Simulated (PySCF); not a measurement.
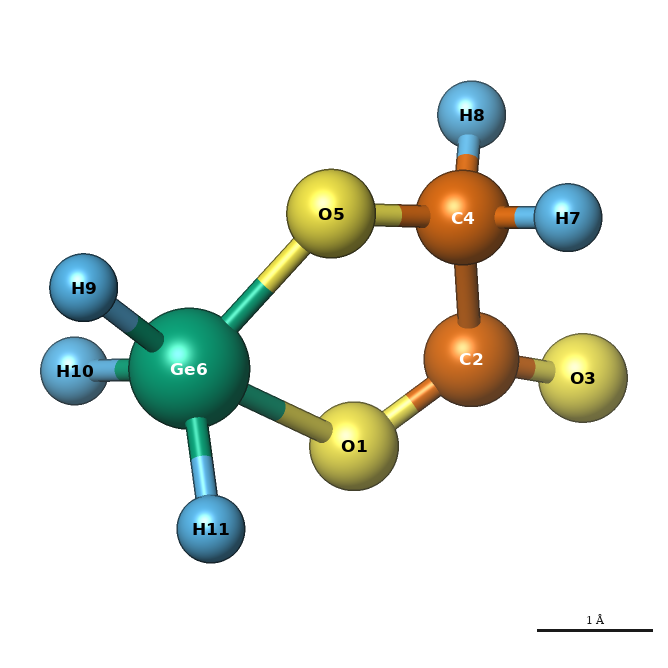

Atoms carry their numbers in the input. The species has charge −1 and is a spin singlet. The computed structure is the end point of a PBE0-D3(BJ)/def2-SVP optimisation. No frequency run is at hand to confirm it as a minimum.

Which atoms are bonded, and how long are the bonds?

```json
{"bond": "O1–C2", "length (Å)": "1.278"}
{"bond": "O1–Ge6", "length (Å)": "2.104"}
{"bond": "C2–O3", "length (Å)": "1.225"}
{"bond": "C2–C4", "length (Å)": "1.536"}
{"bond": "C4–O5", "length (Å)": "1.383"}
{"bond": "C4–H7", "length (Å)": "1.110"}
{"bond": "C4–H8", "length (Å)": "1.111"}
{"bond": "O5–Ge6", "length (Å)": "1.839"}
{"bond": "Ge6–H9", "length (Å)": "1.601"}
{"bond": "Ge6–H10", "length (Å)": "1.561"}
{"bond": "Ge6–H11", "length (Å)": "1.561"}
```
